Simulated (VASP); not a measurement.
Given:

```xyz
2
Lattice="1.2349 -2.1388 0.0000 1.2349 2.1388 0.0000 0.0000 0.0000 3.9882" Properties=species:S:1:pos:R:3 pbc="T T T"
Co     1.2349     0.7129     0.9971
Co     1.2349    -0.7129     2.9912
```
Starting moments (μB, in the order of the record's atoms Co Co): 1.6 1.6.

Calculation: PBE GGA with D4 dispersion, VASP's PBE PAW potentials (set 64) (plane waves; VASP). Numerical set-up: 520 eV cut-off, 19×19×10 Γ-centred mesh, tetrahedra with Blöchl corrections, potentials Co.

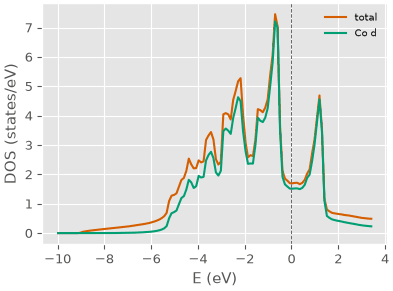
Fig. 1. Total and projected density of states, zero at the Fermi level

Within 2 eV below the Fermi level the largest weight inside VASP's projection spheres is Co d.

It has no gap at this level: it comes out as a metal or semimetal.

The compound is Co in the hcp structure. It was relaxed first, which changed the volume by -5 %.
